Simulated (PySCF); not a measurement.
## A study: H₆N₃Si₂, doublet, SMILES `N[Si]1N[SiH2]N1`

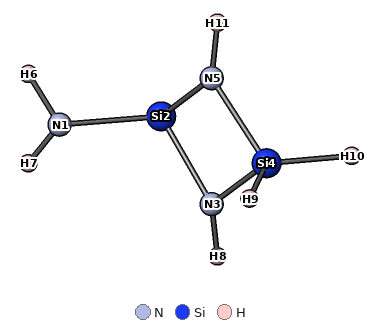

The molecule, with its atoms numbered as below. No frequency check shows the geometry to be a minimum.

Cartesian coordinates (Å):

```
N1       2.1961   -0.0009   -0.5854
Si2      0.8756    0.0008    0.5491
N3      -0.3606   -1.1628    0.0952
Si4     -1.6092   -0.0003   -0.2271
N5      -0.3613    1.1627    0.0941
H6       2.7718    0.8257   -0.6363
H7       2.7723   -0.8245   -0.6355
H8      -0.4104   -2.1587    0.2030
H9      -2.0691   -0.0024   -1.6117
H10     -2.7010    0.0004    0.7446
H11     -0.4118    2.1587    0.2009
```

Part 1: Bonding charge

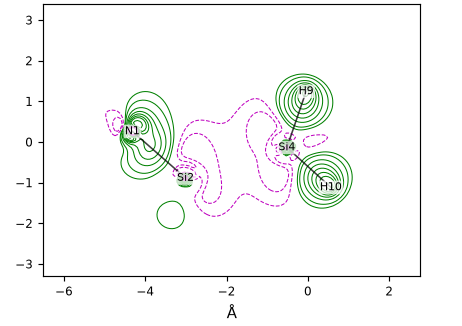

Deformation density (molecule less spherical, spin-averaged free atoms) in the plane of N1, Si2, Si4, H9 and H10; contours at ±0.05 to ±0.8 e/Å³; solid green lines: gain, dashed magenta lines: loss.

Level of theory: TPSS/def2-TZVP (PySCF), at a geometry from GFN2-xTB. The stability of the open-shell solution wasn't checked. GFN2-xTB doesn't know the spin state, so this open-shell geometry is rough.

Question: Describe the bonding that the map shows.

Answer: Si4–H9: +0.23 e/Å³ at the bond critical point (bond length 1.46 Å, Mayer order 0.9). Si4–H10: +0.23 e/Å³ at the bond critical point (bond length 1.46 Å, Mayer order 0.9). N1–Si2: +0.13 e/Å³ at the bond critical point (bond length 1.74 Å, Mayer order 1.2). In all, 2.6 electrons gather in the regions of gain relative to the promolecule. A small or negative value marks a very polar bond, one between electron-rich atoms, whose free-atom densities already overlap strongly, a long bond to a heavier atom, or a closed-shell contact such as a hydrogen bond.

Question: Where do the Hirshfeld charges lie?

Answer: The highest Hirshfeld charge is on Si4 (+0.39 e), the lowest on N3 and N5 (−0.32 e).

```csv
atom,charge (e)
N1,−0.28
Si2,+0.29
N3,−0.32
Si4,+0.39
N5,−0.32
H6,+0.11
H7,+0.11
H8,+0.10
H9,−0.09
H10,−0.09
H11,+0.10
```

Part 2: Bond critical points

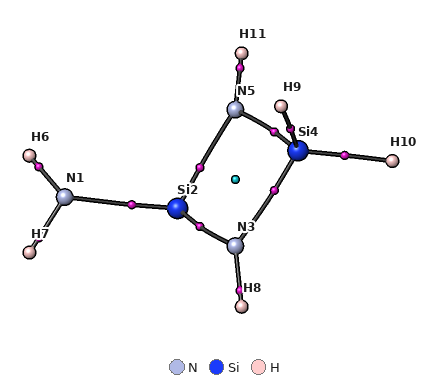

Molecular graph of the electron density (QTAIM): bond paths, bond critical points (magenta), ring points (cyan, if any); weak paths are dashed.

Question: How many critical points of each kind are there, and does the count close?

Answer: 11 nuclei, 11 bond, 1 ring and 0 cage critical points: 11 − 11 + 1 − 0 = 1, as the Poincaré–Hopf relation requires.

Question: Give the properties at the bond critical points.

Answer:
```json
{"bond": "N5–H11 (2 alike)", "length (Å)": "1.003", "ρ (a.u.)": "0.340", "∇²ρ (a.u.)": "−1.67", "ε": "0.02", "H (a.u.)": "−0.480"}
{"bond": "N1–H7 (2 alike)", "length (Å)": "1.006", "ρ (a.u.)": "0.339", "∇²ρ (a.u.)": "−1.63", "ε": "0.03", "H (a.u.)": "−0.471"}
{"bond": "Si4–H9", "length (Å)": "1.459", "ρ (a.u.)": "0.127", "∇²ρ (a.u.)": "+0.19", "ε": "0.02", "H (a.u.)": "−0.079"}
{"bond": "N1–Si2", "length (Å)": "1.741", "ρ (a.u.)": "0.127", "∇²ρ (a.u.)": "+0.51", "ε": "0.19", "H (a.u.)": "−0.057"}
{"bond": "Si4–H10", "length (Å)": "1.462", "ρ (a.u.)": "0.126", "∇²ρ (a.u.)": "+0.19", "ε": "0.02", "H (a.u.)": "−0.079"}
{"bond": "Si4–N5 (2 alike)", "length (Å)": "1.736", "ρ (a.u.)": "0.126", "∇²ρ (a.u.)": "+0.53", "ε": "0.10", "H (a.u.)": "−0.056"}
{"bond": "Si2–N5 (2 alike)", "length (Å)": "1.757", "ρ (a.u.)": "0.121", "∇²ρ (a.u.)": "+0.48", "ε": "0.12", "H (a.u.)": "−0.054"}
```

Question: What kind of interaction is N5–H11?

Answer: Shared-shell (covalent): ρ = 0.340, ∇²ρ = −1.67, H = −0.480 a.u.

Part 3: Local ionisation energy

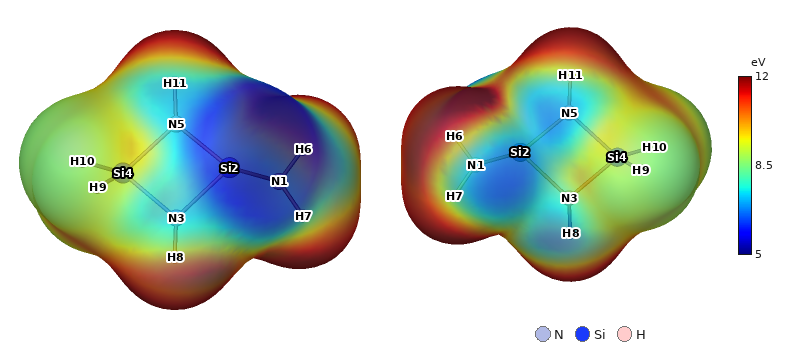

Average local ionisation energy on the surface of electron density 0.001 a.u. (back view left, front view right).

Question: Locate the minima of the map.

Answer: The lowest value is 5.1 eV, 2.5 Å from Si2. Further minima include 6.7 eV, 2.0 Å from N1; 6.9 eV, over N3, off the plane of its three bonds (2.0 Å); 8.4 eV, 1.5 Å from H9. For comparison, the highest occupied orbital lies at −4.2 eV.

Part 4: Spin density

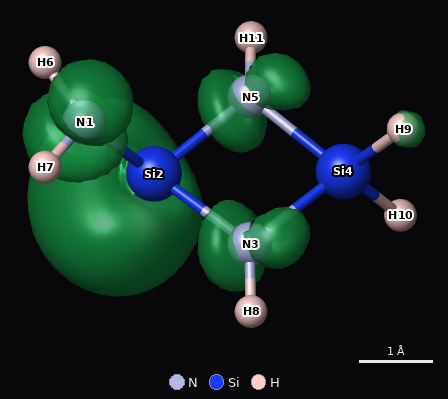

Spin density ρα − ρβ at ±0.02 e/Å³ (green: excess α, purple: excess β).

Question: Give the atomic spin populations that go with this picture.

Answer: Hirshfeld spin populations: Si2 +0.65, N1 +0.15 and N3 and N5 +0.07. ⟨S²⟩ = 0.75, as for a pure state.

Part 5: In an electric field

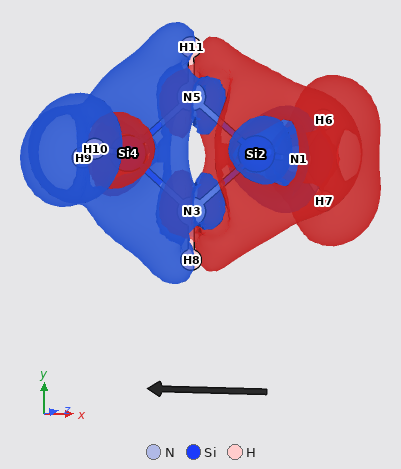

Change of the electron density in a uniform field of 0.26 V/Å along −x (arrow), surfaces at ±0.001 e/Å³ (red: gain, blue: loss).

Level of theory: B3LYP/6-311+G** (PySCF), at a geometry from GFN2-xTB. The basis has diffuse s and p functions alone, which still leaves polarisabilities too small, most of all across bonds. The stability of the open-shell solution wasn't checked. GFN2-xTB doesn't know the spin state, so this open-shell geometry is rough.

Question: How large is the response?

Answer: The induced dipole is 1.17 D (along the field); α along this axis, from the fields in both directions, is 92 bohr³ (13.6 Å³).

Question: Which atoms gain and lose the most charge?

Answer: Electrons gather most on Si2 (Hirshfeld charge changes by −0.015 e) and leave Si4 most (+0.016 e); 0.086 electrons are displaced in all.

Part 6: Removing or adding an electron

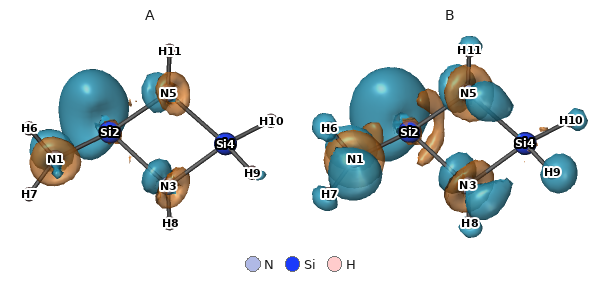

The two Fukui functions at ±0.03 e/Å³ (light blue positive, orange negative).

Method: B3LYP/6-311+G**; geometry: GFN2-xTB; program: PySCF. GFN2-xTB doesn't know the spin state, so this open-shell geometry is rough.

Question: Which panel is f⁻ (electron removed) and which f⁺ (electron added)?

Answer: A is f⁺, B is f⁻. f⁻ (Hirshfeld-condensed) is largest on Si2 (0.35); the vertical ionisation energy is 7.23 eV (to the singlet cation, which needn't be its lowest state). f⁺ (Hirshfeld-condensed) is largest on Si2 (0.47); the vertical electron affinity is 0.56 eV (to the singlet anion, which needn't be its lowest state; the anion's highest orbital has positive energy, so this value and f⁺ depend on the basis).
